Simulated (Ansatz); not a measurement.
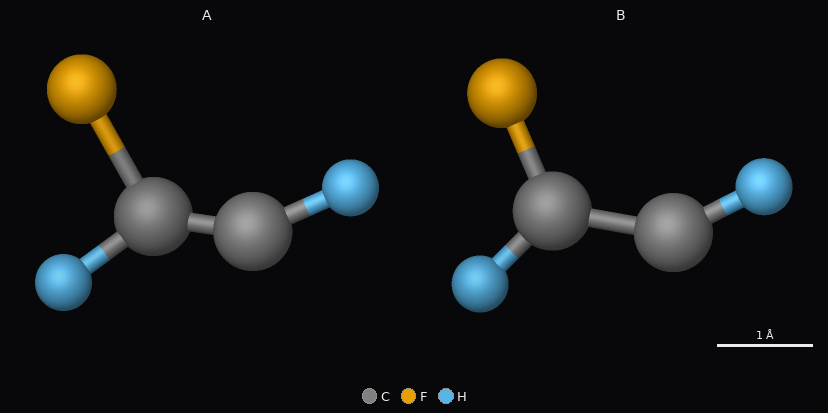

Two geometries of C2H2F (multiplicity 2): one is the relaxed structure, the other was perturbed away from it. The picture is a ball-and-stick view, seen face on.

Theory: Ansatz, UKS PBE0-D4/def2-TZVPP. 

Which one is perturbed?

Answer. Structure A is the perturbed one. All atoms are moved at random (σ = 0.12 Å) from the PBE0-D4/def2-TZVP minimum. Energy change: +2.666 eV. The largest force is 26 eV/Å, on a C atom. The forces point partly back along the displacements (cosine −0.64). At other levels of theory the same distortion costs 2.546 eV (UKS PBE-D4/def2-TZVPP), 2.607 eV (UKS r2SCAN-D4/def2-TZVPP), 2.597 eV (UKS wB97M-V/def2-TZVPP), 2.827 eV (UHF-CCSD(T), frozen core/def2-TZVPP). Among the bonded contacts that change: C–C 1.300 → 1.094 Å, C–F 1.348 → 1.541 Å, C–H 1.080 → 1.130 to 1.176 Å. Among the angles between lasting bonds that change: F–C–H 112.0° → 96.6°, C–C–H 124.8° → 131.9°.
